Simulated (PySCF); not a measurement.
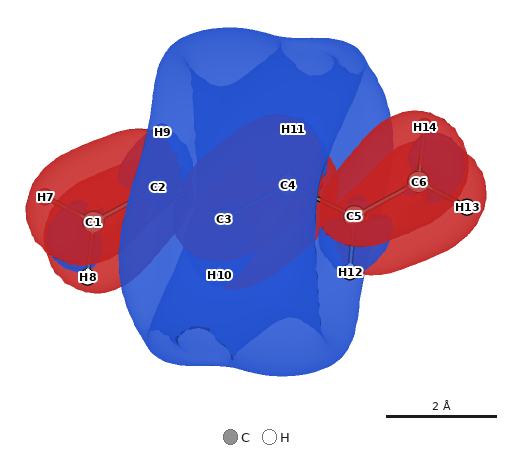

Figure. C6H8, SMILES `C=CC=CC=C`. Unrelaxed difference density of S₃ less the ground state (full linear response singlet states), ±0.004 e/Å³; blue: gain, red: loss.

Level of theory: ωB97X/6-31+G* (PySCF), at a geometry from GFN2-xTB. No frequency check shows the geometry to be a minimum.

### How does the charge move on excitation?

0.85 e is displaced in all, largely into diffuse regions outside the molecule. The state: 6.57 eV (189 nm), f = 0.013, π → diffuse (Rydberg-like) orbital; the leading pair carries 95 %; hole on C1, C3, C4 and C6 (18 % each) and C2 and C5 (10 % each), electron on C3 and C4 (13 % each), C2 and C5 (12 % each) and C1 and C6 (10 % each) (atom shares of so diffuse an orbital are rough); their centroids lie 0.0 Å apart; S₂ lies within 0.1 eV of it.

Run time: 7.4 min on 1 thread of Intel(R) Xeon(R) 6975P-C (Granite Rapids), on a shared host, peak memory 0.85 GiB.
